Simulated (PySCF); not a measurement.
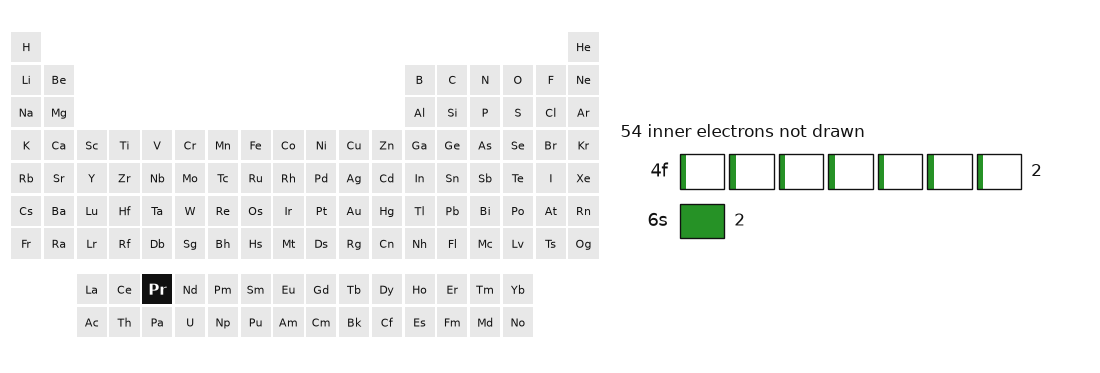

Left, the place of praseodymium in the periodic table; right, the outer shells of the nominal configuration: a box for each of the 2l + 1 orbitals, shaded by the share of the shell that is filled, with the electron count at the right.

## Atomic calculation for Pr⁺

- system: Pr⁺, configuration 1s2 2s2 2p6 3s2 3p6 3d10 4s2 4p6 4d10 4f2 5s2 5p6 6s2, multiplicity 3.
- method: unrestricted HF, x2c-TZVPPall, spin-free X2C-1e, Gaussian nucleus (PySCF)

**Summary**

```tsv
quantity	value
outcome	converged
total energy	−9232.8086 hartree
⟨S²⟩	2.002
⟨L²⟩	24.04
SCF iterations	13
hardware	1 CPU thread, shared host
CPU time	7.2 s (integrals apart)
```

**Notes**

Radii and densities are those of the two-component orbitals, without the picture-change correction, so the innermost s shells come out slightly too small (about 1 % for 1s near Z = 40, more for heavier atoms). This is not the ground configuration of the species. ⟨L²⟩ departs from that of the intended term, so the determinant mixes terms.

**The input**
```python
from pyscf import gto, scf, dft, mp, cc
import basis_set_exchange as bse
mol = gto.M(atom="Pr 0 0 0", charge=1, spin=2, symmetry="D2h",
            basis=gto.basis.parse(bse.get_basis("x2c-TZVPPall", elements=["Pr"], fmt="nwchem")),
            nucmod="G")
mf = scf.UHF(mol).sfx2c1e()
mf.irrep_nelec = {'Ag': (10, 10), 'B1g': (2, 2), 'B2g': (2, 2), 'B3g': (2, 2), 'B1u': (4, 4), 'B2u': (6, 4), 'B3u': (4, 4)}
mf.kernel()
```

The script is an equivalent of what the driver set up; the driver started from orbitals of its own, so the log can be shorter than this script's would be, and it computed the properties (radii, ⟨L²⟩, response) afterwards. It held the occupations shell by shell, which the script's counts by irreducible representation don't always enforce.

**Log (extracts)**
```
damping factor = 0
level_shift factor = 0
DIIS = <class 'pyscf.scf.diis.CDIIS'>
diis_start_cycle = 1
diis_space = 10
diis_damp = 0
SCF conv_tol = 1e-09
SCF conv_tol_grad = None
number electrons alpha = 30  beta = 28
cycle= 1 E= -9232.80846895838  delta_E= -0.00784  |g|= 0.0274  |ddm|= 0.063
cycle= 2 E= -9232.80858499529  delta_E= -0.000116  |g|= 0.00446  |ddm|= 0.0119
cycle= 3 E= -9232.80860773816  delta_E= -2.27e-05  |g|= 0.00201  |ddm|= 0.0102
cycle= 4 E= -9232.8086282976  delta_E= -2.06e-05  |g|= 0.00183  |ddm|= 0.011
cycle= 5 E= -9232.80864919555  delta_E= -2.09e-05  |g|= 0.00198  |ddm|= 0.01
cycle= 6 E= -9232.80861238566  delta_E= 3.68e-05  |g|= 0.0015  |ddm|= 0.0193
cycle= 7 E= -9232.80858068852  delta_E= 3.17e-05  |g|= 0.000728  |ddm|= 0.0363
cycle= 8 E= -9232.80858514383  delta_E= -4.46e-06  |g|= 0.000628  |ddm|= 0.00748
cycle= 9 E= -9232.80859321838  delta_E= -8.07e-06  |g|= 0.000498  |ddm|= 0.0142
cycle= 10 E= -9232.80860383804  delta_E= -1.06e-05  |g|= 0.000165  |ddm|= 0.035
cycle= 11 E= -9232.80860431404  delta_E= -4.76e-07  |g|= 4.41e-05  |ddm|= 0.00825
cycle= 12 E= -9232.80860431838  delta_E= -4.34e-09  |g|= 7e-06  |ddm|= 0.000726
cycle= 13 E= -9232.80860431851  delta_E= -1.35e-10  |g|= 3.64e-06  |ddm|= 0.000127
converged SCF energy = -9232.80860431851  <S^2> = 2.0020478  2S+1 = 3.0013649
```

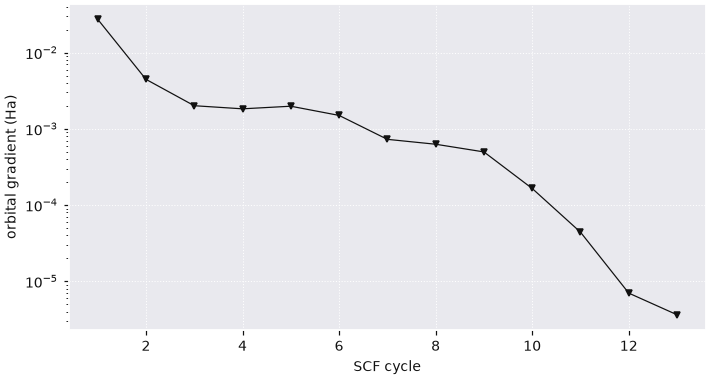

Convergence: orbital gradient against the SCF cycle. The residual falls almost steadily, with no more than small rises or pauses. It goes from 0.027 to 3.6×10⁻⁶ in 13 steps.

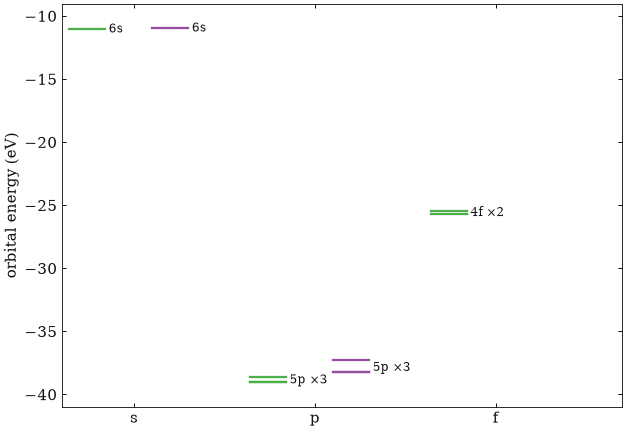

Orbital energies of the mean field, from the top down to −39.0 eV, by angular momentum, α spin at the left of each column and β at the right; ×n counts the orbitals under one label. The highest filled orbital is 6s β at −11.0 eV, the lowest empty one d α at −5.24 eV.

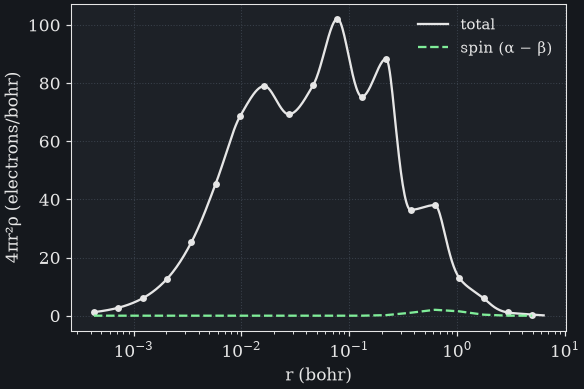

Spherically averaged radial density 4πr²ρ of the mean field and its spin part; markers are the stored points, which are sparse, and the line is a monotone interpolation between them. The largest stored value is 102 electrons/bohr at r = 0.078 bohr. Root-mean-square radii of the shells: 4p 0.700, 4d 0.780, 4f 1.09, 5s 1.58, 5p 1.82, 6s 4.23 bohr.
